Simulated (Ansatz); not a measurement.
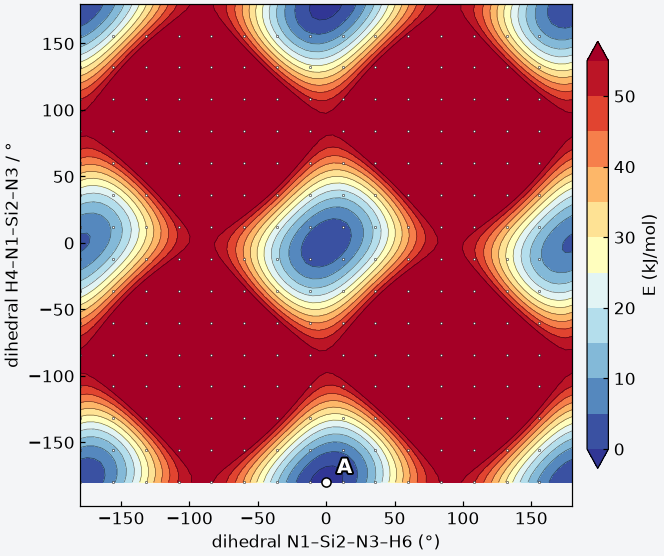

H4N2Si, SMILES N[Si]N. Coordinates scanned: (1) dihedral N1–Si2–N3–H6; (2) dihedral H4–N1–Si2–N3. Nothing is relaxed (all other coordinates rigid). The scan uses a 15 × 15 grid; 216 points were computed and 9 follow by symmetry. Points are written as (first, second). Energies: kJ/mol, counted from the lowest grid point. All numbers below come from RKS PBE0-D4/def2-TZVP (Ansatz).

In the figure: filled contours, dots at the grid points, one colour for all values above the top of the scale, the well A. Between grid points the surface is interpolated.

Question: Estimate the position of the minimum and the force constants in these coordinates. Take the well at A.

Answer: The interpolated minimum is at dihedral N1–Si2–N3–H6 ≈ 0°, dihedral H4–N1–Si2–N3 ≈ −180°. The curvatures there are about 0.99 eV/rad² and 1 eV/rad², with a cross term of about −0.32 eV/rad². Round the minimum the valley is somewhat tilted: raising dihedral N1–Si2–N3–H6 shifts the best value of dihedral H4–N1–Si2–N3 upwards (coupling k₁₂/√(k₁₁k₂₂) about −0.3). (1 eV is 96.5 kJ/mol.)
